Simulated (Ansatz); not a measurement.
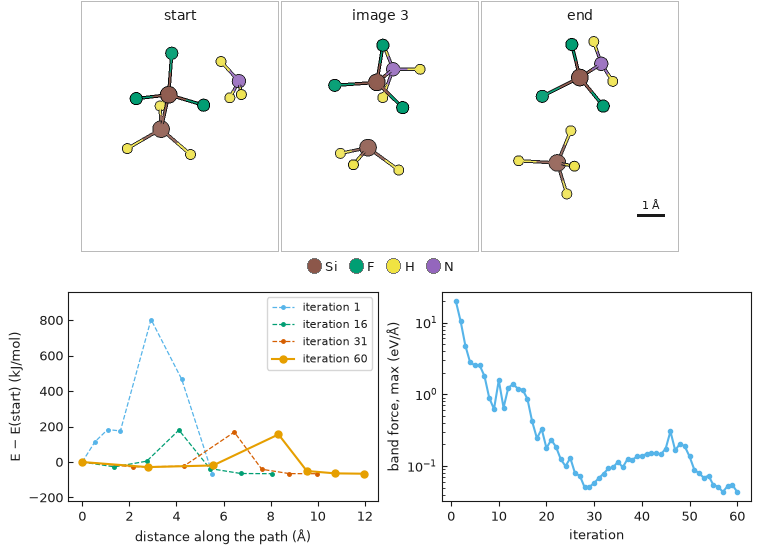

A search for the minimum-energy path of Si$_{2}$NH$_{6}$F$_{3}$, made up of Si2H3F3 and NH₃ by the nudged elastic band. Images are numbered from 0 (start) to 6 (end). The plot follows the band through its iterations. The picture is a ball-and-stick view, seen from a free direction.

All numbers below come from Ansatz 0.2.0, UKS BLYP-D4/def2-SVP. Run with 5 movable images; climbing image; force threshold 0.03 eV/Å; iteration limit 60; starting path through a guess of the saddle point.

> Did the band converge, and can the barrier be trusted?

The result isn't final. The band hadn't converged when the run stopped after 60 iterations. The largest component of the band force went from 20 to 0.044 eV/Å. The barrier read from it is provisional, though the highest image hardly moved in the last two iterations. The first iteration put the highest image at 803.6 kJ/mol. Relative to the start the highest point is image 3 at +155.7 kJ/mol and the end lies at −65.9 kJ/mol, but the profile dips to −28.6 kJ/mol at image 1 on the way, so there may be an intermediate minimum, or an end is no minimum.

Limits of the set-up: the start holds two separate molecules, 2.4 Å apart at their closest, whose relative position is a soft coordinate.
